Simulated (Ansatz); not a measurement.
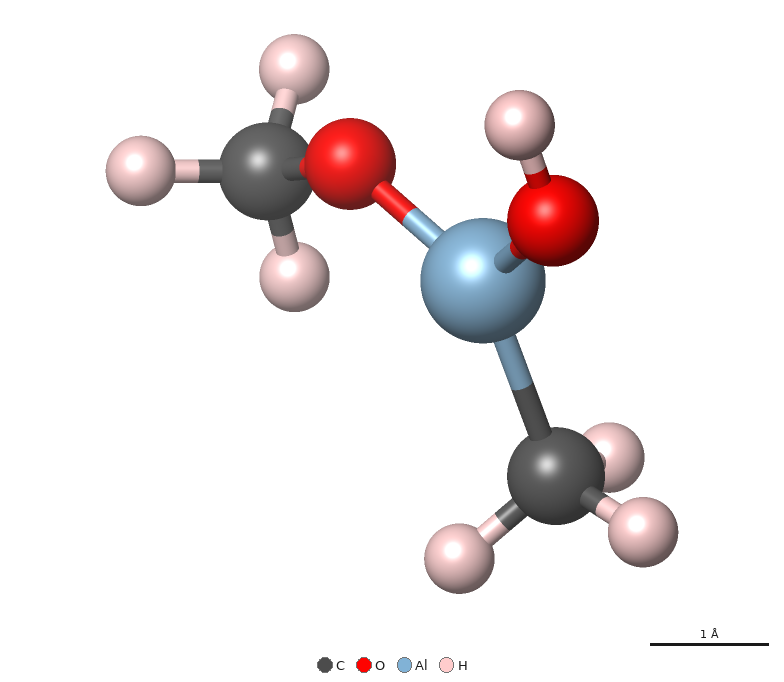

Rendered structure (ball-and-stick style). Every bond is drawn as one stick, whatever its order.

The geometry was computed by an optimisation with PBE0-D4/def2-TZVP.

What does the picture show?

Formula C₂H₇AlO₂. SMILES: `C[O][Al]([CH3])[OH]`. Coordination: 2 C tetrahedral; 2 O bent; 1 Al trigonal planar.

More results for the same structure follow; atom numbers are the same in all pictures, views and colours differ.

Charges

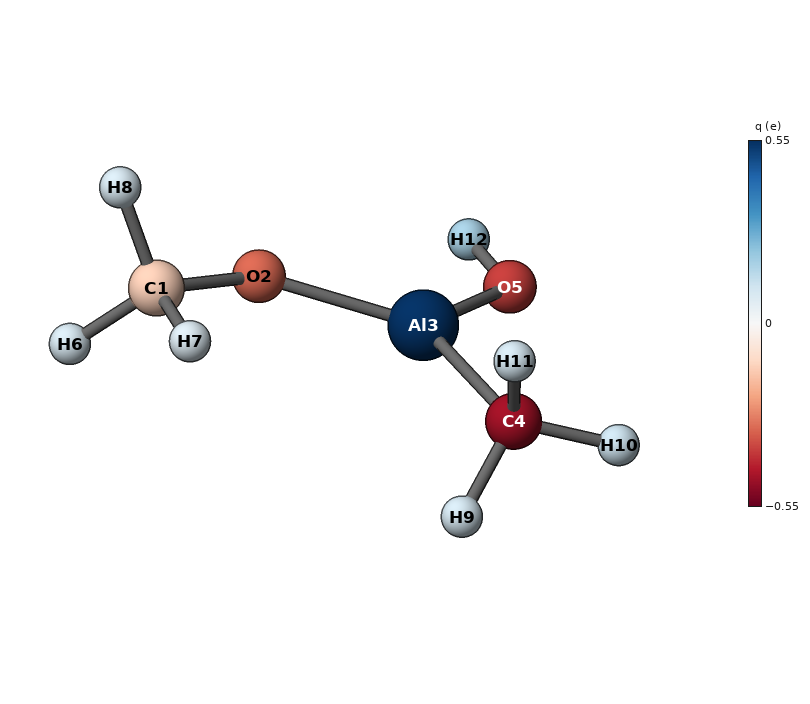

Atoms are coloured by their Mulliken charges. Level of theory: RKS PBE-D4/def2-TZVPP (Ansatz 0.2.0).

Question: Which atom carries the highest charge (most positive or least negative)?

Answer: Al3 (0.54 e).

Question: And the lowest?

Answer: C4 (−0.46 e).

List the Mulliken charges.

```
atom  value (e)
  C1      −0.13
  O2      −0.31
 Al3       0.54
  C4      −0.46
  O5      −0.38
  H6       0.09
  H7       0.08
  H8       0.09
  H9       0.10
 H10       0.11
 H11       0.10
 H12       0.18
```

Vibrations

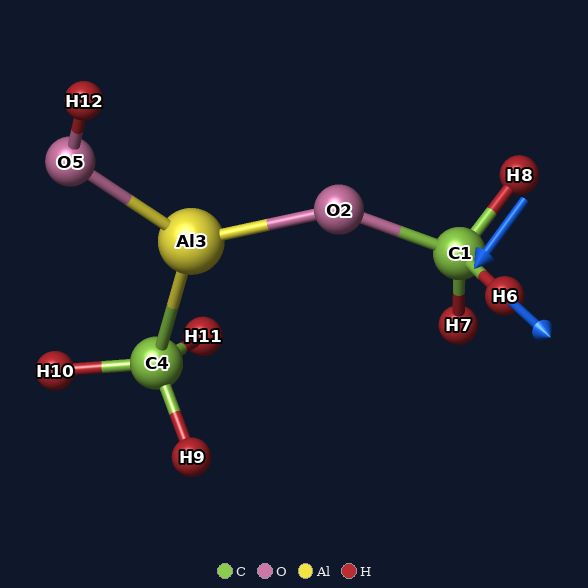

The arrows show one normal mode. Harmonic vibrations computed with RKS PBE0-D4/def2-TZVP (Ansatz 0.2.0) at a stationary point of the same level.

Question: Describe the motion.

Answer: Mostly out-of-phase stretching of 2 C–H bonds.

Question: Estimate its harmonic wavenumber.

Answer: 3072 cm⁻¹; it is mode 27 of 30 counted from the lowest.

Dipole moment

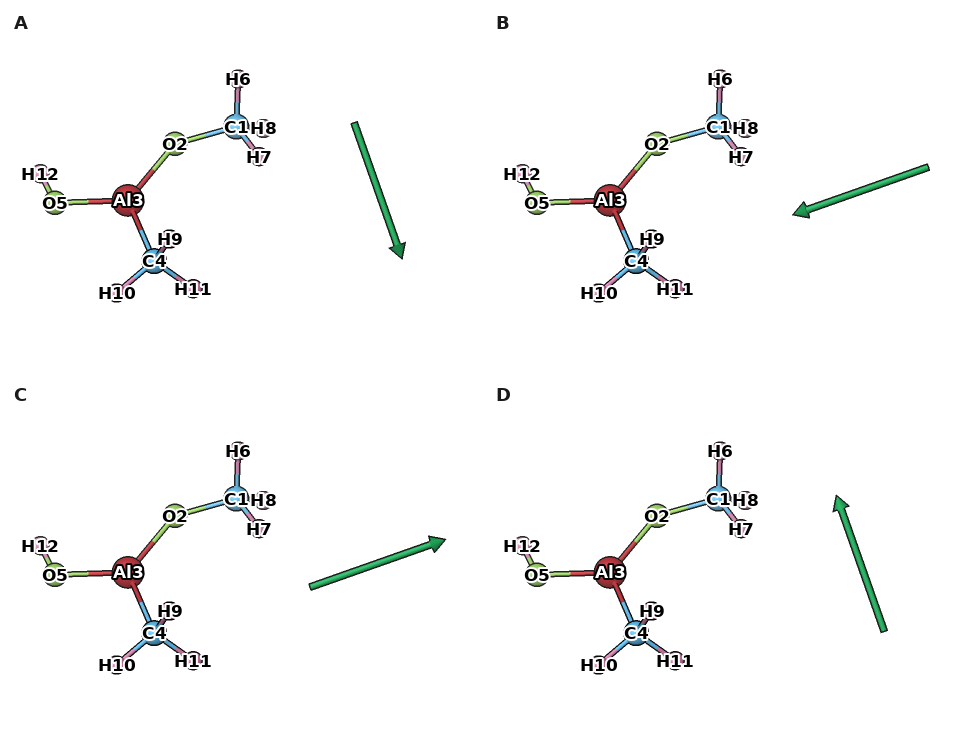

The same molecule four times, each with an arrow. Properties computed with RKS r2SCAN-D4/def2-TZVPP (Ansatz 0.2.0).

Question: Which arrow points along the dipole moment, from the negative to the positive end?

Answer: C. The dipole moment is 1.14 D; it points from the side of H12 to the side of H6, H7, H8 (the outermost atoms at the two ends).

Mulliken values depend strongly on the basis set and can even reverse the polarity of a bond.
